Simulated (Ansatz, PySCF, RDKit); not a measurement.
C2H4 (SMILES C=C) and CHN (SMILES C#N) are pulled apart as rigid monomers along the line of their centres of mass, from the B3LYP-D3(BJ)/def2-TZVP minimum. Starting geometry (charge 0, multiplicity 1):
```
atom    x (Å)    y (Å)    z (Å)
----  -------  -------  -------
C     -0.0870   0.6368   0.2230
C     -0.2279  -0.6784   0.1258
H      0.8824   1.1136   0.1394
H     -0.9366   1.2908   0.3792
H     -1.1986  -1.1542   0.1987
H      0.6205  -1.3315  -0.0411
C      0.2838  -0.3362   3.7729
N      0.4225  -0.4363   4.9067
H      0.1544  -0.2427   2.7130
```

Interaction energies with rigid monomers; basis-set methods are counterpoise corrected unless marked otherwise.

Rows in 6-31G* carry no dispersion term and start afresh at each structure (6-31G* with six Cartesian d functions). MP2/6-31G* freezes PySCF's default core.

Codes used: Ansatz (a program for electronic structure) with Gaussian orbitals; PySCF for 6-31G* rows; RDKit for the force fields. Values without a source in brackets are computed.

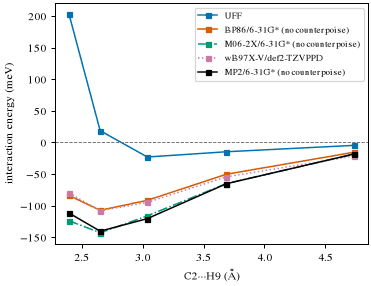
Figure. Interaction energy against separation

Task: Which level binds most strongly at C2···H9 = 2.65, and by how much?

Result: M06-2X/6-31G* (no counterpoise), -143 meV.
